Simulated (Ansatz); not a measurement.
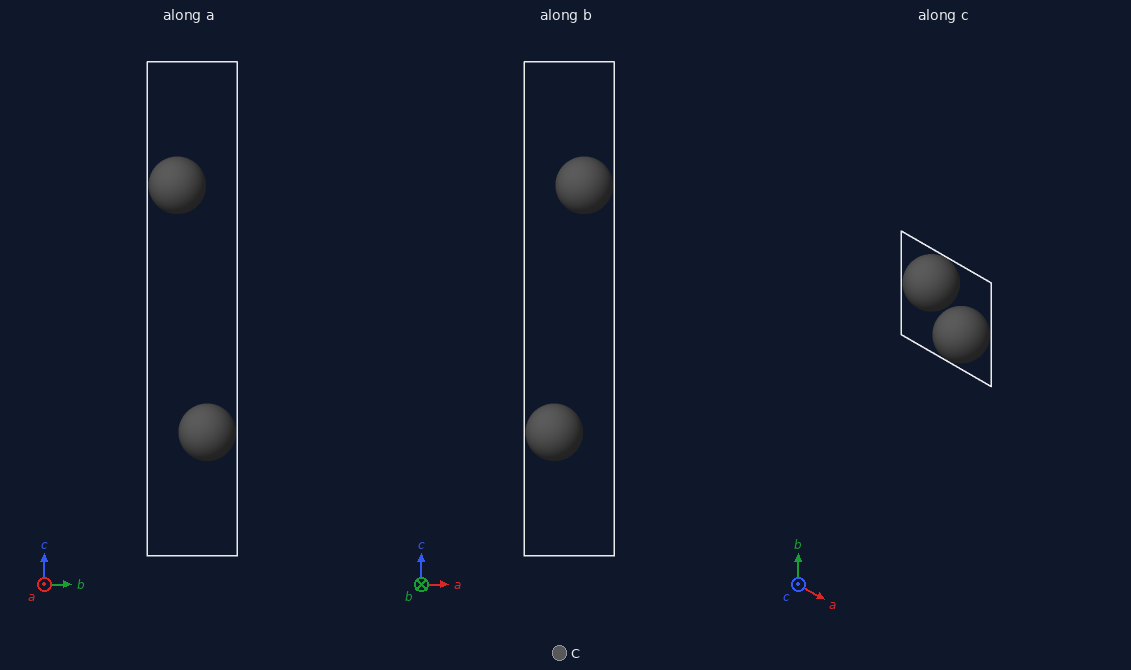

Crystal structure, spheres-only style, seen along the a axis, along the b axis and along the c axis. The lines enclose the conventional unit cell; boundary atoms appear with their images.

Lattice parameters: a = 1.7642 Å, b = 1.7642 Å, c = 8.4114 Å, α = 90.000°, β = 90.000°, γ = 120.000°.

**Express the structure as a CIF with its space group and independent sites.**

```cif
data_structure
_symmetry_space_group_name_H-M 'P 63/m m c'
_symmetry_Int_Tables_number 194
_cell_length_a 1.7642
_cell_length_b 1.7642
_cell_length_c 8.4114
_cell_angle_alpha 90.000
_cell_angle_beta 90.000
_cell_angle_gamma 120.000
_cell_volume 22.67
loop_
_atom_site_label
_atom_site_type_symbol
_atom_site_symmetry_multiplicity
_atom_site_Wyckoff_symbol
_atom_site_fract_x
_atom_site_fract_y
_atom_site_fract_z
_atom_site_occupancy
C1 C 2 c 0.3333 0.6667 0.2500 1
```

Provenance: a structure type filled with this element by a generator (whether the element takes this form wasn't checked). Earlier steps of the study may have refined or changed the cell and positions. It was the input of a calculation with Ansatz.

At this level of theory the cell isn't at rest (stretched, at -4 GPa), so its distances can differ from those at equilibrium, the more so the softer the solid.
